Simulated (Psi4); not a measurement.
**CH2F2 (difluoromethane) at HF/aug-cc-pVTZ (density fitting, sweep point 2)**

What is the vertical electron affinity of CH2F2 (difluoromethane) at HF/aug-cc-pVTZ (density fitting, sweep point 2)? 

Program for the calculation: Psi4 1.11.

## 1. The structure to begin with

CH2F2: 5 atoms, total charge 0, spin state singlet. As SMILES, `FCF`. The shape is that of a PBE0-D4/def2-TZVP optimisation.

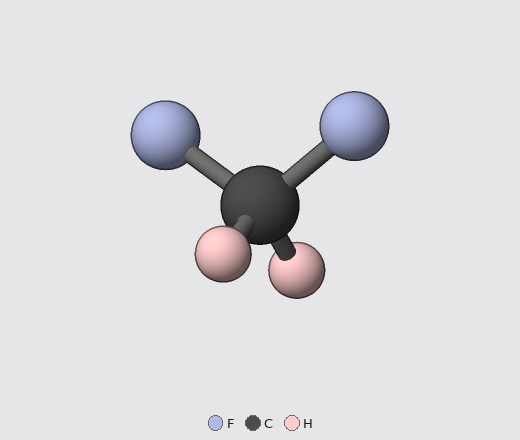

Viewed from a chosen angle; fluorine light blue, carbon dark grey, hydrogen pink.

## 2. A single-point energy at HF/aug-cc-pVTZ (density fitting, sweep point 2)

Contents of ch2f2.dat:

```
memory 1.6 GB

molecule m {
  0 1
  F     -1.073300     0.191200     0.698300
  C      0.010100    -0.016900    -0.082300
  F      1.090500    -0.179200     0.713200
  H     -0.142700    -0.932900    -0.659500
  H      0.165300     0.864200    -0.711100
  symmetry c1
}

set puream true
set scf_type df

E = energy('scf/aug-cc-pVTZ')
```

Run with:

```bash
$ psi4 -n 1 ch2f2.dat ch2f2.out
```

ch2f2.out, shortened:

```text
[...]
  Running in c1 symmetry.
[...]
  Nuclear repulsion =   77.468210530799951
[...]
  Multiplicity = 1
[...]
  Nalpha       = 13
  Nbeta        = 13
[...]
    Number of basis functions: 184
[...]
   @DF-RHF iter   1:  -237.95438108194358   -6.09245e-01   1.86219e-03 ADIIS/DIIS
[...]
   @DF-RHF iter   7:  -237.99931368897137   -1.99333e-07   5.07288e-07 DIIS
[...]
    Orbital Energies [Eh]
    ---------------------
    Doubly Occupied:
       1A    -26.314411     2A    -26.314391     3A    -11.407354
       4A     -1.665094     5A     -1.604296     6A     -0.971017
       7A     -0.780236     8A     -0.772446     9A     -0.758229
      10A     -0.668848    11A     -0.634693    12A     -0.622575
      13A     -0.535436
[...]
  @DF-RHF Final Energy:  -237.99931368897137
   => Energetics <=
    Nuclear Repulsion Energy =             77.4682105307999507
    One-Electron Energy =                -484.8370884373872514
    Two-Electron Energy =                 169.3695642176159026
    Total Energy =                       -237.9993136889713696
[...]
 Multipole Moments:
 ------------------------------------------------------------------------------------
     Multipole            Electronic (a.u.)      Nuclear  (a.u.)        Total (a.u.)
 ------------------------------------------------------------------------------------
 L = 1.  Multiply by 2.5417464519 to convert [e a0] to [Debye]
 Dipole X            :         -0.0034651            0.0050676            0.0016026
 Dipole Y            :          0.0510060           -0.0757344           -0.0247284
 Dipole Z            :          1.7607303           -2.6109082           -0.8501779
 Magnitude           :                                                    0.8505389
[...]
```

It took 4.2 s on 1 thread of Intel Xeon Platinum 8259CL at 2.50GHz (Skylake/Cascade Lake), shared host; peak memory 0.32 GiB.

## 3. The doublet anion

Contents of ch2f2.inp:

```
memory 1.6 GB

molecule geom {
  -1 2
  F     -1.073300     0.191200     0.698300
  C      0.010100    -0.016900    -0.082300
  F      1.090500    -0.179200     0.713200
  H     -0.142700    -0.932900    -0.659500
  H      0.165300     0.864200    -0.711100
  units angstrom
  symmetry c1
}

set {
  basis aug-cc-pVTZ
  reference uhf
  puream true
  scf_type df
  maxiter 150
}

result = energy("hf")
print_variables()
```

Run with:

```bash
$ psi4 -n 1 ch2f2.inp ch2f2.out
```

ch2f2.out, shortened:

```text
[...]
  Running in c1 symmetry.
[...]
  Nuclear repulsion =   77.468210530799951
[...]
  Multiplicity = 2
[...]
  Nalpha       = 14
  Nbeta        = 13
[...]
    Number of basis functions: 184
[...]
   @DF-UHF iter   1:  -237.90905697928804   -5.63921e-01   1.82688e-03 ADIIS/DIIS
[...]
   @DF-UHF iter   9:  -237.97155087373045   -8.97149e-07   4.35606e-07 DIIS
[...]
   @S^2 Observed:                7.500789467E-01
[...]
    Orbital Energies [Eh]
    ---------------------
    Alpha Occupied:
       1A    -26.186256     2A    -26.186236     3A    -11.269060
       4A     -1.537183     5A     -1.476767     6A     -0.839286
       7A     -0.649028     8A     -0.642761     9A     -0.631464
      10A     -0.541799    11A     -0.507597    12A     -0.492943
      13A     -0.400651    14A      0.027176
    Alpha Virtual:
      15A      0.123834    16A      0.168858    17A      0.170561
      18A      0.229331    19A      0.248373    20A      0.298429
      21A      0.302154    22A      0.309027    23A      0.309186
      24A      0.354086    25A      0.365254    26A      0.376171
[...]
  @DF-UHF Final Energy:  -237.97155087373045
   => Energetics <=
    Nuclear Repulsion Energy =             77.4682105307999507
    One-Electron Energy =                -488.1907928995381099
    Two-Electron Energy =                 172.7510314950076804
    Total Energy =                       -237.9715508737304503
  UHF NO Occupations:
  HONO-2 :   12  A 1.9999854
  HONO-1 :   13  A 1.9999785
[...]
 Multipole Moments:
 ------------------------------------------------------------------------------------
     Multipole            Electronic (a.u.)      Nuclear  (a.u.)        Total (a.u.)
 ------------------------------------------------------------------------------------
 L = 1.  Multiply by 2.5417464519 to convert [e a0] to [Debye]
 Dipole X            :         -0.0112288            0.0050676           -0.0061612
 Dipole Y            :          0.1690841           -0.0757344            0.0933498
 Dipole Z            :          5.8171097           -2.6109082            3.2062015
 Magnitude           :                                                    3.2075661
[...]
```

Run time: 4.5 s. Hardware: 1 thread of Intel Xeon Platinum 8259CL at 2.50GHz (Skylake/Cascade Lake), shared host; peak memory 0.32 GiB.

## 4. Summary of results

At HF/aug-cc-pVTZ (density fitting, sweep point 2):

```
                                         quantity          value
                      singlet CH2F2: total energy  -237.99931 Eh
                     singlet CH2F2: dipole moment         2.16 D
                       singlet CH2F2: HOMO energy      -14.57 eV
                       singlet CH2F2: LUMO energy        0.77 eV
                     singlet CH2F2: HOMO–LUMO gap       15.34 eV
                      doublet anion: total energy  -237.97155 Eh
doublet anion: HOMO energy (highest over α and β)        0.74 eV
 doublet anion: LUMO energy (lowest over α and β)        3.37 eV
                              doublet anion: ⟨S²⟩          0.750
vertical electron affinity (to the doublet anion)      -0.755 eV
```

**Reading.** The anion lies 0.76 eV (72.9 kJ/mol) above the neutral: the electron isn't bound at this level, and such a value depends on the basis. Hartree–Fock misses the correlation that binds many anions. The HOMO (doublet anion) lies at positive energy, 0.74 eV: the electron is unbound at this level or held by a compact basis; values depend on the basis.
